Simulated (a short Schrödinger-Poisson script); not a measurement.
System: MOS inversion layer, SiO2 on p-type Ge(100), at 300 K.

```
layer  material  thickness (nm)  Na (cm⁻³)
-----  --------  --------------  ---------
1          SiO2             0.6          -
2            Ge             770     2.9e17
```

Constants are typed, rounded textbook-type inputs, not results; the design itself was drawn at random and stands for no fabricated device. SiO2: permittivity 3.9, conduction-band edge (eV) 3.1, gap (eV) 9, electron mass (mₑ) 0.5. Ge: permittivity 16, conduction-band edge (eV) 0, gap (eV) 0.664, Nv at 300 K (cm⁻³) 6e18.

Channel valleys (confinement mass, in-plane density-of-states mass, number): L4 0.12, 0.295, 4. At the gate the conduction-band edge of layer 1 lies 3.16 eV − eVg above the Fermi level of the channel; the field vanishes at the back. Gaps are held at their typed values at every temperature. Mesh 0.03 nm at interfaces.

From a short Schrödinger-Poisson script (our own, NumPy): 1D Poisson equation in equilibrium, electrons quantum, Hartree (BenDaniel-Duke, 12 states a valley, the channel's in-plane mass for all, wave functions free to enter the dielectric), parabolic valleys, classical holes, full ionisation, no traps, pinning or gate leakage.

Only gate voltages with over 1e8 electrons/cm² are shown.

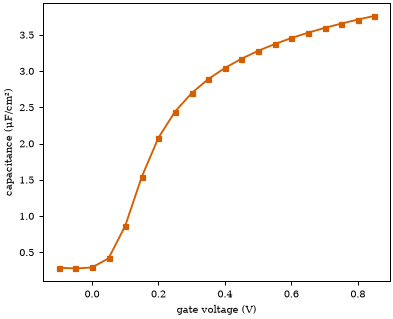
Figure. Quasi-static capacitance against gate voltage

```
Vg (V)  electrons (cm⁻²)  C (μF/cm²)  L4 E0 (meV)  L4 E1 (meV)
------  ----------------  ----------  -----------  -----------
-0.1              2.35e8       0.287        284.1        350.8
-0.05             1.26e9       0.276        240.2        310.4
0                 6.88e9       0.290        196.2        269.6
0.05             3.63e10       0.415        152.9        229.5
0.1              1.62e11       0.862        114.0        193.8
0.15             4.93e11        1.54         84.7        168.1
0.2              1.04e12        2.08         64.8        152.2
0.25             1.73e12        2.44         50.7        142.4
0.3              2.53e12        2.69         40.0        135.9
0.35             3.40e12        2.89         31.4        131.5
0.4              4.32e12        3.04         24.1        128.4
0.45             5.29e12        3.17         17.8        126.1
0.5              6.30e12        3.28         12.1        124.3
0.55             7.34e12        3.37          7.0        123.0
0.6              8.40e12        3.45          2.3        122.0
0.65             9.49e12        3.53         -2.1        121.2
0.7              1.06e13        3.59         -6.3        120.6
0.75             1.17e13        3.65        -10.2        120.1
0.8              1.29e13        3.71        -14.0        119.7
0.85             1.41e13        3.76        -17.7        119.5
```

Subbands count from the Fermi level.

Only the L valleys are kept; under strong confinement the Δ valleys of Ge fill too.
